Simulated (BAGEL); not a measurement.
**GaClF (SMILES [F][Ga][Cl]) at ROHF/cc-pVTZ (density fitting with qzvpp-jkfit)**

Aim: the energy change on altering one bond length of GaClF at ROHF/cc-pVTZ (density fitting with qzvpp-jkfit), from 2 runs. 

The results are computed with BAGEL 1.2.2.

4 further runs of the same task are left out: 2 that didn't finish, 2 set aside as unsound or not needed. Runs told in other sessions of the task aren't counted.

## (1) The molecule

GaClF: 3 atoms, total charge 0, spin state doublet. SMILES: `[F][Ga][Cl]`. The shape is that of a PBE0-D4/def2-TZVP optimisation.

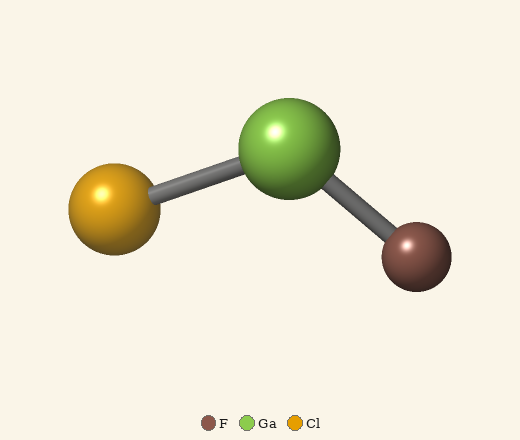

The structure, seen from a chosen angle (fluorine brown, gallium green, chlorine amber).

## (2) A single-point energy at ROHF/cc-pVTZ (density fitting with qzvpp-jkfit)

The input, job.json:

```json
{ "bagel" : [

{
  "title" : "molecule",
  "basis" : "cc-pvtz.json",
  "df_basis" : "qzvpp-jkfit",
  "angstrom" : true,
  "geometry" : [
    { "atom" : "F", "xyz" : [   -1.421100,    0.295900,   -0.754800 ] },
    { "atom" : "Ga", "xyz" : [    0.066400,    0.649600,    0.112200 ] },
    { "atom" : "Cl", "xyz" : [    1.343900,   -1.010300,    0.629300 ] }
  ]
},
{
  "title" : "rohf",
  "nopen" : 1
},
{
  "title" : "print",
  "file" : "orbitals.molden",
  "orbitals" : true
}

]}
```

The basis set cc-pVTZ is read from a file made from the Basis Set Exchange's data (not shown).

The run is started by

```sh
$ BAGEL_NUM_THREADS=1 BAGEL job.json > job.out
```

The log of the run:

```text
* using 1 threads per process

  ===============================================================
  ===============================================================

  *** Geometry ***

  { "atom" : "F", "xyz" : [     -2.685490,      0.559170,     -1.426365 ] },
  { "atom" : "Ga", "xyz" : [      0.125478,      1.227566,      0.212027 ] },
  { "atom" : "Cl", "xyz" : [      2.539603,     -1.909190,      1.189205 ] },

  Number of auxiliary basis functions:      471

  Since a DF basis is specified, we compute 2- and 3-index integrals:
    o Being stored without compression. Storage requirement is 0.043 GB

  Number of basis functions:      107
  Number of electrons      :       57

    * METHOD: MOLECULE                             0.22

  *** Open-shell HF ***

  === Nuclear Repulsion ===
   237.3786790534

      * DIIS with orbital gradients will be used.

  === ROHF iteration (cc-pvtz.json) ===
      0      -2482.12720882          0.03538965           0.16
      1      -2482.22447292          0.03180688           0.16
      2      -2482.29280899          0.02076116           0.16
      3      -2482.36317338          0.00150192           0.16
      4      -2482.36450551          0.00060723           0.16
      5      -2482.36486256          0.00022658           0.16
      6      -2482.36494088          0.00005652           0.16
      7      -2482.36496731          0.00001333           0.16
      8      -2482.36497004          0.00000425           0.16
      9      -2482.36497044          0.00000165           0.16
     10      -2482.36497049          0.00000054           0.16
     11      -2482.36497049          0.00000021           0.16
     12      -2482.36497049          0.00000010           0.16
     13      -2482.36497049          0.00000004           0.16
     14      -2482.36497049          0.00000002           0.16
     15      -2482.36497049          0.00000001           0.16
    * SCF iteration converged.

    * S^2 (ROHF) is 0.7500

    * Permanent dipole moment:
           (   -0.354399,    -0.850774,    -0.295367) a.u.

    * METHOD: ROHF                                 2.75

    * METHOD: PRINT                                0.01

  ===============================================================
```

Run time: 3.3 s. Hardware: 1 thread of Intel Xeon 6975P-C (Granite Rapids), shared host.

## (3) The distorted shape, same level

The input, input.json:

```json
{ "bagel" : [

{
  "title" : "molecule",
  "basis" : "cc-pvtz.json",
  "df_basis" : "qzvpp-jkfit",
  "angstrom" : true,
  "geometry" : [
    { "atom" : "F", "xyz" : [   -1.644195,    0.242852,   -0.884833 ] },
    { "atom" : "Ga", "xyz" : [    0.066400,    0.649600,    0.112200 ] },
    { "atom" : "Cl", "xyz" : [    1.343900,   -1.010300,    0.629300 ] }
  ]
},
{
  "title" : "rohf",
  "charge" : 0,
  "nopen" : 1
},
{
  "title" : "print",
  "file" : "orbitals.molden",
  "orbitals" : true
}

]}
```

The basis set cc-pVTZ is read from a file made from the Basis Set Exchange's data (not shown).

The run is started by

```sh
$ BAGEL_NUM_THREADS=1 BAGEL input.json > input.out
```

The log of the run:

```text
* using 1 threads per process

  ===============================================================
  ===============================================================

  *** Geometry ***

  { "atom" : "F", "xyz" : [     -3.107078,      0.458924,     -1.672092 ] },
  { "atom" : "Ga", "xyz" : [      0.125478,      1.227566,      0.212027 ] },
  { "atom" : "Cl", "xyz" : [      2.539603,     -1.909190,      1.189205 ] },

  Number of auxiliary basis functions:      471

  Since a DF basis is specified, we compute 2- and 3-index integrals:
    o Being stored without compression. Storage requirement is 0.043 GB

  Number of basis functions:      107
  Number of electrons      :       57

    * METHOD: MOLECULE                             0.21

  *** Open-shell HF ***

  === Nuclear Repulsion ===
   224.9407986617

      * DIIS with orbital gradients will be used.

  === ROHF iteration (cc-pvtz.json) ===
      0      -2482.07395697          0.03596212           0.17
      1      -2482.13342362          0.03797109           0.16
      2      -2482.21791150          0.02564208           0.16
      3      -2482.33606435          0.00189735           0.16
      4      -2482.33784824          0.00075759           0.16
      5      -2482.33839018          0.00031865           0.16
      6      -2482.33852307          0.00009027           0.16
      7      -2482.33856672          0.00002457           0.16
      8      -2482.33857291          0.00000865           0.17
      9      -2482.33857387          0.00000371           0.16
     10      -2482.33857399          0.00000120           0.16
     11      -2482.33857399          0.00000037           0.16
     12      -2482.33857397          0.00000019           0.16
     13      -2482.33857398          0.00000008           0.16
     14      -2482.33857398          0.00000003           0.16
     15      -2482.33857398          0.00000001           0.16
     16      -2482.33857399          0.00000000           0.16
    * SCF iteration converged.

    * S^2 (ROHF) is 0.7500

    * Permanent dipole moment:
           (   -0.898447,    -0.921423,    -0.605667) a.u.

    * METHOD: ROHF                                 2.98

    * METHOD: PRINT                                0.01

  ===============================================================
```

Run time: 3.6 s. Hardware: 1 thread of Intel Xeon 6975P-C (Granite Rapids), shared host.

## (4) Summary of results

Level: ROHF/cc-pVTZ (density fitting with qzvpp-jkfit).

| quantity | value |
| --- | --- |
| first shape: total energy | -2482.36497 Eh |
| first shape: dipole moment | 2.46 D |
| first shape: ⟨S²⟩ | 0.750 |
| distorted shape: total energy | -2482.33857 Eh |
| distorted shape: dipole moment | 3.62 D |
| distorted shape: ⟨S²⟩ | 0.750 |
| energy change with the F1–Ga2 bond stretched from 1.758 to 2.021 Å | 0.718 eV |

What this shows: With the F1–Ga2 bond stretched from 1.758 to 2.021 Å the energy rises by 0.72 eV (69.3 kJ/mol). The first shape isn't relaxed at this level, so the change isn't measured from a minimum.
